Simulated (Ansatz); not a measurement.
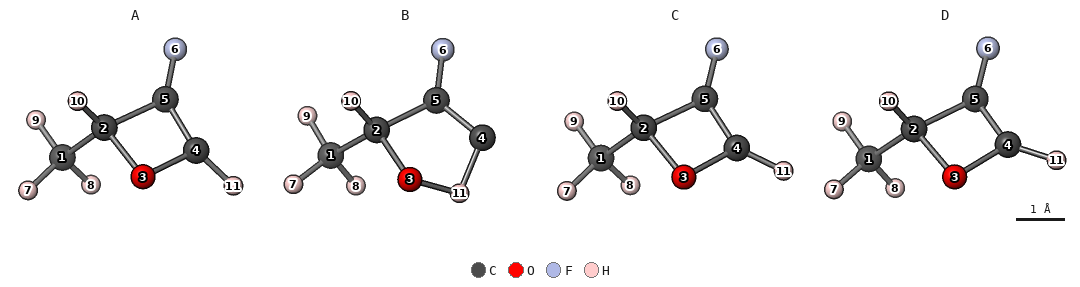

4 geometries from a converged minimum-energy path of C4H5FO, shuffled. A ball-and-stick model, seen at a tilt.

Theory: RKS PBE/def2-SVP (Ansatz). Run with 7 movable images; climbing image; force threshold 0.05 eV/Å; iteration limit 60; starting path through a guess of the saddle point.

**Which frame is the transition state?**

B. In order along the path, whose images run from 0 to 8: D (image 0, 0.00 eV), C (image 1, +0.04 eV), A (image 2, +0.29 eV), B (image 5, +3.26 eV). Breaking: C4–H11 (1.10 → 1.27 at the top → 2.25 Å), O3–C4 (1.40 → 1.89 at the top → 1.91 Å). Forming: O3–H11 (2.19 → 1.23 at the top → 0.98 Å).
